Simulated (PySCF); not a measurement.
**C2HClF2 (SMILES FC(F)=CCl) at B3LYP/6-31G(d) (spherical functions)**

What is the energy change on altering one bond length of C2HClF2 at B3LYP/6-31G* (spherical functions)? Input form: a Python script.

The results are computed with PySCF 2.14.0.

3 further runs of the same task are left out: 3 set aside as unsound or not needed.

### 1 The system as given

C2HClF2 has 6 atoms, charge 0, and is taken as a singlet. SMILES: `FC(F)=CCl`. The coordinates come from a PBE0-D4/def2-TZVP relaxation.

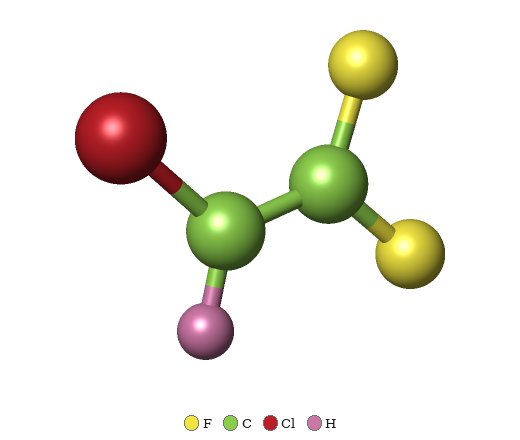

The structure, seen from a chosen angle (fluorine yellow, carbon green, chlorine red, hydrogen pink).

### 2 The energy at B3LYP/6-31G(d) (spherical functions)

Contents of input.py:

```python
from pyscf import gto, dft

molecule = gto.M(
    atom='''
F    0.901010  -0.810380   1.342040
C    0.267650  -0.562200   0.220370
F    0.192510  -1.632620  -0.522730
C   -0.218360   0.626770  -0.086550
Cl  -1.039010   0.926430  -1.552100
H   -0.103800   1.452000   0.598970
''',
    max_memory=1860,
    basis='6-31g*',
    spin=0,
    verbose=4,
)

mf = dft.RKS(molecule)
mf.xc = 'b3lyp'
mf.conv_tol = 1e-10
mf.grids.level = 5
mf.kernel()
if not mf.converged:
    mf = mf.newton().run(mf.mo_coeff, mf.mo_occ)

e_final = mf.e_tot
print('Final energy', e_final)
```

Run with:

```sh
$ OMP_NUM_THREADS=1 python input.py
```

The log of the run:

```text
PySCF version 2.14.0

[INPUT] num. atoms = 6
[INPUT] num. electrons = 48
[INPUT] charge = 0
[INPUT] spin (= nelec alpha-beta = 2S) = 0
[INPUT] symmetry False subgroup None
[INPUT] Mole.unit = angstrom
[INPUT] Symbol           X                Y                Z      unit          X                Y                Z       unit  Magmom
[INPUT]  1 F      0.901010000000  -0.810380000000   1.342040000000 AA    1.702662135494  -1.531396256825   2.536088048211 Bohr   0.0
[INPUT]  2 C      0.267650000000  -0.562200000000   0.220370000000 AA    0.505785197240  -1.062404027230   0.416438946070 Bohr   0.0
[INPUT]  3 F      0.192510000000  -1.632620000000  -0.522730000000 AA    0.363791176240  -3.085204665487  -0.987816537094 Bohr   0.0
[INPUT]  4 C     -0.218360000000   0.626770000000  -0.086550000000 AA   -0.412640596560   1.184423643094  -0.163555796081 Bohr   0.0
[INPUT]  5 Cl    -1.039010000000   0.926430000000  -1.552100000000 AA   -1.963444340684   1.750698973581  -2.933043917937 Bohr   0.0
[INPUT]  6 H     -0.103800000000   1.452000000000   0.598970000000 AA   -0.196153571730   2.743882332868   1.131889256831 Bohr   0.0

nuclear repulsion = 213.574873984327
number of shells = 34
number of NR pGTOs = 163
number of NR cGTOs = 76
basis = 6-31g*
ecp = {}

******** <class 'pyscf.dft.rks.RKS'> ********
method = RKS
initial guess = minao
damping factor = 0
level_shift factor = 0
DIIS = <class 'pyscf.scf.diis.CDIIS'>
diis_start_cycle = 1
diis_space = 8
diis_damp = 0
SCF conv_tol = 1e-10
SCF conv_tol_grad = None
SCF max_cycles = 50
direct_scf = True
direct_scf_tol = 1e-13
XC library pyscf.dft.libxc version 7.0.0
    S. Lehtola, C. Steigemann, M. J.T. Oliveira, and M. A.L. Marques.,  SoftwareX 7, 1–5 (2018)
XC functionals = b3lyp
    P. J. Stephens, F. J. Devlin, C. F. Chabalowski, and M. J. Frisch.,  J. Phys. Chem. 98, 11623 (1994)
radial grids:
    Treutler-Ahlrichs [JCP 102, 346 (1995); DOI:10.1063/1.469408] (M4) radial grids

becke partition: Becke, JCP 88, 2547 (1988); DOI:10.1063/1.454033
pruning grids: <function nwchem_prune>
grids dens level: 5
symmetrized grids: False
atomic radii adjust function: <function treutler_atomic_radii_adjust>
small_rho_cutoff = 0
Set gradient conv threshold to 1e-05
Initial guess from minao.
tot grids = 240304
init E= -737.398340838191
  HOMO = -0.254182747446196  LUMO = -0.0262864474575424  gap/eV = 6.20137
cycle= 1 E= -736.559613595795  delta_E= 0.839  |g|= 0.666  |ddm|= 2.66
  HOMO = -0.253599038828578  LUMO = -0.0189714512802528  gap/eV = 6.38454
cycle= 2 E= -736.460820626265  delta_E= 0.0988  |g|= 1.01  |ddm|= 1.11
  HOMO = -0.246935701400281  LUMO = 0.0204948959695117  gap/eV = 7.27716
cycle= 3 E= -736.638172179063  delta_E= -0.177  |g|= 0.0483  |ddm|= 0.678
  HOMO = -0.255021803935346  LUMO = 0.0122646798499884  gap/eV = 7.27324
cycle= 4 E= -736.638631988736  delta_E= -0.00046  |g|= 0.0232  |ddm|= 0.0735
  HOMO = -0.254444224745211  LUMO = 0.0139258879702098  gap/eV = 7.30272
cycle= 5 E= -736.638739357629  delta_E= -0.000107  |g|= 0.0099  |ddm|= 0.0306
  HOMO = -0.253602469013536  LUMO = 0.014699152857288  gap/eV = 7.30086
cycle= 6 E= -736.63876193953  delta_E= -2.26e-05  |g|= 0.00194  |ddm|= 0.00982
  HOMO = -0.253787997491353  LUMO = 0.0144685093600994  gap/eV = 7.29963
cycle= 7 E= -736.638762807689  delta_E= -8.68e-07  |g|= 0.000464  |ddm|= 0.00226
  HOMO = -0.253793311092754  LUMO = 0.0144930875467497  gap/eV = 7.30044
cycle= 8 E= -736.638762862544  delta_E= -5.49e-08  |g|= 0.000117  |ddm|= 0.000783
  HOMO = -0.253788986608222  LUMO = 0.0144963467326007  gap/eV = 7.30042
cycle= 9 E= -736.638762864729  delta_E= -2.19e-09  |g|= 5.22e-05  |ddm|= 0.000119
  HOMO = -0.253789312463434  LUMO = 0.0144939267627486  gap/eV = 7.30036
cycle= 10 E= -736.638762865197  delta_E= -4.68e-10  |g|= 1.1e-05  |ddm|= 5.16e-05
  HOMO = -0.253789791915909  LUMO = 0.0144939024918038  gap/eV = 7.30037
cycle= 11 E= -736.638762865226  delta_E= -2.93e-11  |g|= 2.24e-06  |ddm|= 1.3e-05
  HOMO = -0.253789729299632  LUMO = 0.0144941255271016  gap/eV = 7.30038
Extra cycle  E= -736.638762865227  delta_E= -1.14e-12  |g|= 3.47e-06  |ddm|= 5.59e-06
converged SCF energy = -736.638762865227
Final energy -736.6387628652274
```

It took 14 s on 1 thread of Intel Xeon at 2.70GHz, shared host; peak memory 0.39 GiB.

### 3 The distorted shape at the same level

Contents of mol.xyz:

```xyz
6
C2HClF2
F      0.973904    -0.988707     1.388073
C      0.340544    -0.740527     0.266403
F      0.265404    -1.810947    -0.476697
C     -0.218360     0.626770    -0.086550
Cl    -1.039010     0.926430    -1.552100
H     -0.103800     1.452000     0.598970
```

Contents of calc.py:

```python
from pyscf import gto, dft

mol = gto.Mole()
mol.atom = 'mol.xyz'
mol.verbose = 4
mol.max_memory = 1860
mol.basis = '6-31g*'
mol.spin = 0
mol.build()

ks = dft.RKS(mol, xc='b3lyp')
ks.conv_tol = 1e-10
ks.grids.level = 5
ks.kernel()
if not ks.converged:
    ks = ks.newton().run(ks.mo_coeff, ks.mo_occ)

etot = ks.e_tot
print('E = %.10f Eh' % etot)
```

Run with:

```sh
$ OMP_NUM_THREADS=1 python calc.py
```

The log of the run:

```text
PySCF version 2.14.0

[INPUT] num. atoms = 6
[INPUT] num. electrons = 48
[INPUT] charge = 0
[INPUT] spin (= nelec alpha-beta = 2S) = 0
[INPUT] symmetry False subgroup None
[INPUT] Mole.unit = angstrom
[INPUT] Symbol           X                Y                Z      unit          X                Y                Z       unit  Magmom
[INPUT]  1 F      0.973904000000  -0.988707000000   1.388073000000 AA    1.840411831618  -1.868385447440   2.623077810903 Bohr   0.0
[INPUT]  2 C      0.340544000000  -0.740527000000   0.266403000000 AA    0.643534893364  -1.399393217846   0.503428708763 Bohr   0.0
[INPUT]  3 F      0.265404000000  -1.810947000000  -0.476697000000 AA    0.501540872364  -3.422193856103  -0.900826774402 Bohr   0.0
[INPUT]  4 C     -0.218360000000   0.626770000000  -0.086550000000 AA   -0.412640596560   1.184423643094  -0.163555796081 Bohr   0.0
[INPUT]  5 Cl    -1.039010000000   0.926430000000  -1.552100000000 AA   -1.963444340684   1.750698973581  -2.933043917937 Bohr   0.0
[INPUT]  6 H     -0.103800000000   1.452000000000   0.598970000000 AA   -0.196153571730   2.743882332868   1.131889256831 Bohr   0.0

nuclear repulsion = 206.006429585274
number of shells = 34
number of NR pGTOs = 163
number of NR cGTOs = 76
basis = 6-31g*
ecp = {}

******** <class 'pyscf.dft.rks.RKS'> ********
method = RKS
initial guess = minao
damping factor = 0
level_shift factor = 0
DIIS = <class 'pyscf.scf.diis.CDIIS'>
diis_start_cycle = 1
diis_space = 8
diis_damp = 0
SCF conv_tol = 1e-10
SCF conv_tol_grad = None
SCF max_cycles = 50
direct_scf = True
direct_scf_tol = 1e-13
XC library pyscf.dft.libxc version 7.0.0
    S. Lehtola, C. Steigemann, M. J.T. Oliveira, and M. A.L. Marques.,  SoftwareX 7, 1–5 (2018)
XC functionals = b3lyp
    P. J. Stephens, F. J. Devlin, C. F. Chabalowski, and M. J. Frisch.,  J. Phys. Chem. 98, 11623 (1994)
radial grids:
    Treutler-Ahlrichs [JCP 102, 346 (1995); DOI:10.1063/1.469408] (M4) radial grids

becke partition: Becke, JCP 88, 2547 (1988); DOI:10.1063/1.454033
pruning grids: <function nwchem_prune>
grids dens level: 5
symmetrized grids: False
atomic radii adjust function: <function treutler_atomic_radii_adjust>
small_rho_cutoff = 0
Set gradient conv threshold to 1e-05
[... 1 set-up line as earlier in the session ...]
tot grids = 240304
init E= -737.169260138851
  HOMO = -0.217121599312888  LUMO = -0.0313000349024866  gap/eV = 5.05646
cycle= 1 E= -736.507914300955  delta_E= 0.661  |g|= 0.722  |ddm|=  2.6
  HOMO = -0.248363607284333  LUMO = -0.0699415735437472  gap/eV = 4.85511
cycle= 2 E= -736.283620320329  delta_E= 0.224  |g|= 1.27  |ddm|= 1.37
  HOMO = -0.228731242627821  LUMO = -0.0193227251387409  gap/eV = 5.69830
cycle= 3 E= -736.601277337182  delta_E= -0.318  |g|= 0.183  |ddm|= 1.01
  HOMO = -0.22739771271537  LUMO = -0.0235087630771975  gap/eV = 5.54810
cycle= 4 E= -736.608414190649  delta_E= -0.00714  |g|= 0.0781  |ddm|= 0.244
  HOMO = -0.233006136484577  LUMO = -0.0265886818021666  gap/eV = 5.61691
cycle= 5 E= -736.609985849925  delta_E= -0.00157  |g|= 0.0112  |ddm|= 0.0721
  HOMO = -0.231359905335487  LUMO = -0.0241525710285386  gap/eV = 5.63840
cycle= 6 E= -736.610016584666  delta_E= -3.07e-05  |g|= 0.00335  |ddm|= 0.0144
  HOMO = -0.23145363807552  LUMO = -0.0242889834824345  gap/eV = 5.63724
cycle= 7 E= -736.610019131726  delta_E= -2.55e-06  |g|= 0.000767  |ddm|= 0.0042
  HOMO = -0.231512171977782  LUMO = -0.0243183344809519  gap/eV = 5.63803
cycle= 8 E= -736.610019255536  delta_E= -1.24e-07  |g|= 0.00031  |ddm|= 0.000866
  HOMO = -0.231512163463993  LUMO = -0.0243106682216307  gap/eV = 5.63824
cycle= 9 E= -736.610019271072  delta_E= -1.55e-08  |g|= 7.79e-05  |ddm|= 0.00027
  HOMO = -0.231508470501737  LUMO = -0.0243094372893804  gap/eV = 5.63817
cycle= 10 E= -736.61001927235  delta_E= -1.28e-09  |g|= 1.46e-05  |ddm|= 8.68e-05
  HOMO = -0.231509257944457  LUMO = -0.0243101190870383  gap/eV = 5.63818
cycle= 11 E= -736.610019272404  delta_E= -5.41e-11  |g|= 4.82e-06  |ddm|= 1.65e-05
  HOMO = -0.23150913848767  LUMO = -0.0243095872784918  gap/eV = 5.63819
Extra cycle  E= -736.610019272381  delta_E= 2.25e-11  |g|= 9.9e-06  |ddm|= 1.4e-05
converged SCF energy = -736.610019272381
E = -736.6100192724 Eh
```

Run time: 15 s. Hardware: 1 thread of Intel Xeon at 2.70GHz, shared host; peak memory 0.39 GiB.

### 4 Outcome

At B3LYP/6-31G* (spherical functions):

| quantity | value |
| --- | --- |
| first shape: total energy | -736.63876 Eh |
| first shape: dipole moment | 1.03 D |
| first shape: HOMO energy | -6.91 eV |
| first shape: LUMO energy | 0.39 eV |
| first shape: HOMO–LUMO gap | 7.30 eV |
| distorted shape: total energy | -736.61002 Eh |
| distorted shape: dipole moment | 0.97 D |
| distorted shape: HOMO energy | -6.30 eV |
| distorted shape: LUMO energy | -0.66 eV |
| distorted shape: HOMO–LUMO gap | 5.64 eV |
| energy change with the C2–C4 bond stretched from 1.321 to 1.519 Å | 0.782 eV |

**Reading.** With the C2–C4 bond stretched from 1.321 to 1.519 Å the energy rises by 0.78 eV (18.0 kcal/mol). The first shape isn't relaxed at this level, so the change isn't measured from a minimum. Mulliken charges (first shape) run from -0.40 on C4 to +0.67 on C2; they depend strongly on the basis.
